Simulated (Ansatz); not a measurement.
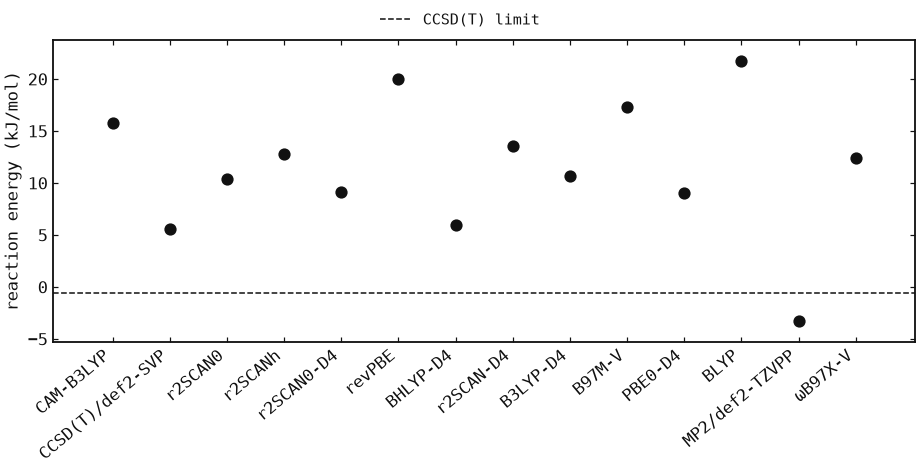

Electronic reaction energy of InF₃ ([F][In]([F])[F]) + SiH₄O (O[SiH3]) → InSiH₃OF₂ ([F][In]([F])[O][SiH3]) + HF (F) (SMILES in brackets) at several levels (functionals in def2-TZVPP unless a basis is named), isolated molecules at PBE0-D4 triple-zeta geometries, minima by their frequencies, no zero-point or thermal terms, the Ansatz code. The line is frozen-core CCSD(T) at the basis limit (MP2 extrapolated from triple and quadruple zeta, plus CCSD(T) less MP2 in a smaller set). No dispersion term is added to CAM-B3LYP, r2SCAN0, r2SCANh, revPBE and BLYP. The distance of CCSD(T)/def2-SVP and MP2/def2-TZVPP to the limit includes basis error. Core potentials past Kr.

**What range do the values span, the line included?**

From −3.3 kJ/mol (MP2/def2-TZVPP) to 21.7 kJ/mol (BLYP).

**Give the values.**

```csv
level,kJ/mol,less CCSD(T) limit
CAM-B3LYP,15.8,16.4
CCSD(T)/def2-SVP,5.6,6.2
r2SCAN0,10.4,11.0
r2SCANh,12.8,13.4
r2SCAN0-D4,9.1,9.7
revPBE,20.0,20.6
BHLYP-D4,6.0,6.6
r2SCAN-D4,13.6,14.2
B3LYP-D4,10.7,11.3
B97M-V,17.3,17.9
PBE0-D4,9.0,9.6
BLYP,21.7,22.3
MP2/def2-TZVPP,−3.3,−2.7
ωB97X-V,12.4,13.0
CCSD(T) limit,−0.6,0.0
```

Known limits of this run: outer-core shells are correlated without core-valence functions, which makes the correlated values less sure; spin-orbit coupling is left out, and with In it can shift these values; one conformer of each flexible molecule.
